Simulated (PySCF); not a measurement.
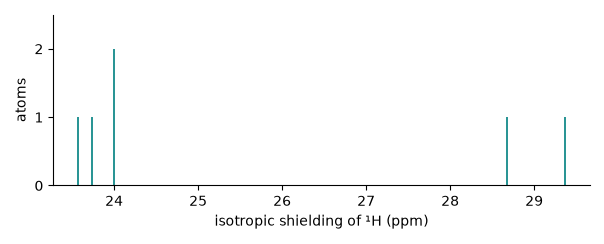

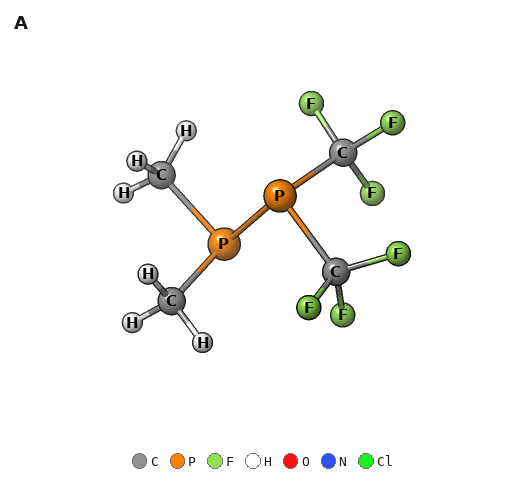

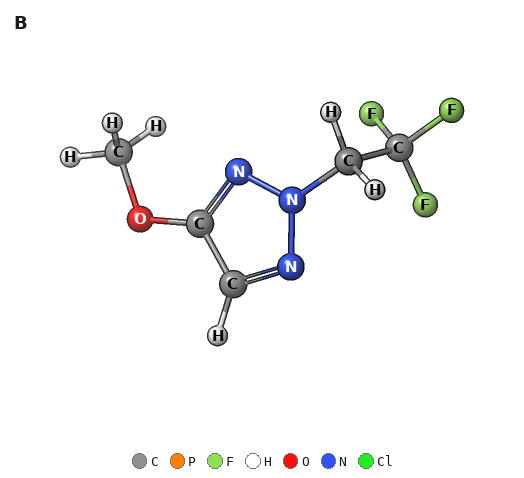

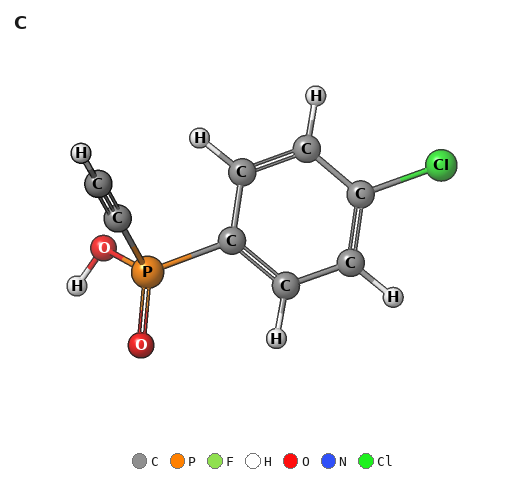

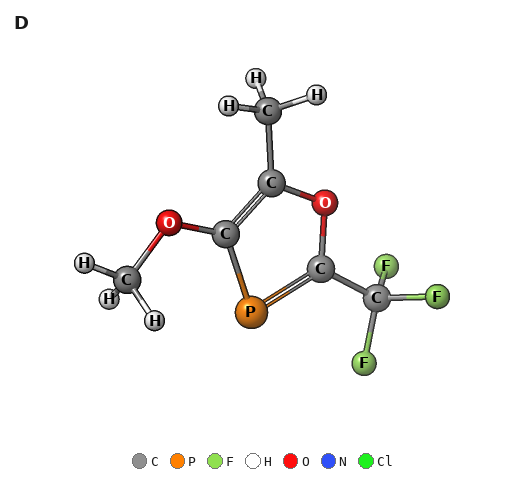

The sticks are computed shieldings of one of the molecules, for one fixed geometry (GFN2-xTB) without averaging over rotations. Low shielding means a high chemical shift. Method: GIAO PBE0/pcSseg-1 NMR shielding, non-relativistic, gas phase (PySCF 2.14.0).

**Match the spectrum to a structure.**

C, `C#C[P@@](=O)(O)c1ccc(Cl)cc1`. Its 6 H atoms give lines at 23.56, 23.74, 24.00 (2 atoms), 28.67, 29.37 ppm.

The geometry is semi-empirical. Around P such bond lengths and angles can be off by a tenth of an ångström or more and by several degrees, and values that hang on the shape move with them.
